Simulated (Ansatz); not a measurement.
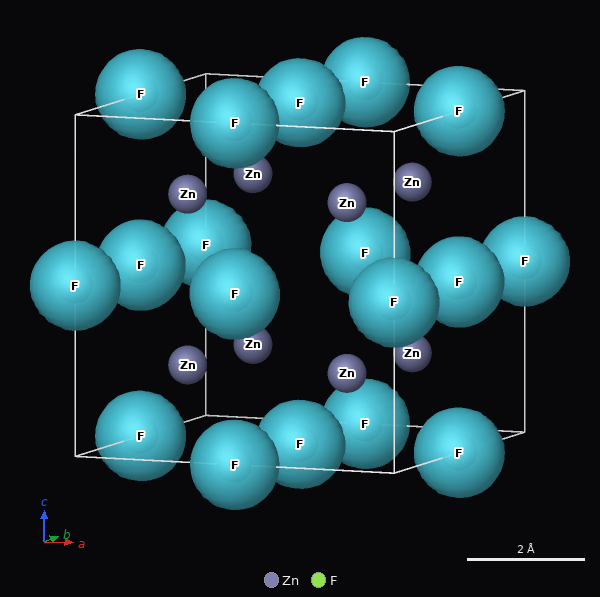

Figure. Zn4F3. Isosurface of the electron localisation function at 0.7 (cyan), seen slightly off an axis. Core shells and regions of very low density are left out.

Space group Im-3m; a structure generated by program, which may or may not match a known phase; computed without spin polarisation.

Computed with DFT PBE, scalar-relativistic, plane waves, PAW in Ansatz 0.2.0.

The calculation's input:

```
crystal:
  lattice:
    - [-2.9523735044, 2.9523735044, 2.9523735044]
    - [2.9523735044, -2.9523735044, 2.9523735044]
    - [2.9523735044, 2.9523735044, -2.9523735044]
  atoms:
    - { symbol: Zn, position: [0.5, 0.5, 0.5] }
    - { symbol: Zn, position: [0.0, 0.0, 0.5] }
    - { symbol: Zn, position: [0.0, 0.5, 0.0] }
    - { symbol: Zn, position: [0.5, 0.0, 0.0] }
    - { symbol: F, position: [0.0, 0.5, 0.5] }
    - { symbol: F, position: [0.5, 0.0, 0.5] }
    - { symbol: F, position: [0.5, 0.5, 0.0] }
basis:
  ecutwfc: 420
kpoints:
  mp_grid: { grid: [10, 10, 10] }
hamiltonian:
  xc: pbe
scf:
  occupations: { method: gaussian, width: 0.1 }
output:
  forces: true
  stress: true
  eigenvalues: true
  write_density: true
  write_potential: true
  elf: true
  volumetric_format: npy
relax:
  adjacent_minimum: "off"
  f_tol: 0.01
  max_steps: 80
  cell: { stress_tol: 0.05 }
```

Launched as:

```sh
ansatz run input.yaml --threads 1 --pin off --max-ram 2048MiB --backend cpu --events-out ev --progress --plain --runs-dir out
```

Below, planes, directions and counts refer to the conventional cell (a = 5.89 Å, b = 5.89 Å, c = 5.89 Å, α = 90.00°, β = 90.00°, γ = 90.00°).

The fields are those of the relaxed geometry.

Question: Identify the bonds, lone pairs and shells in this picture.

Answer: At this value the surface marks out six regions wrapped around F (the valence shell of each), counted in one cell of 14 atoms. Regions shared between cells count once. Along the contacts the grid gives the following. Zn–F (2.55 Å): the ELF is about 0.10 at the midpoint; no shared electron pair shows on this line.
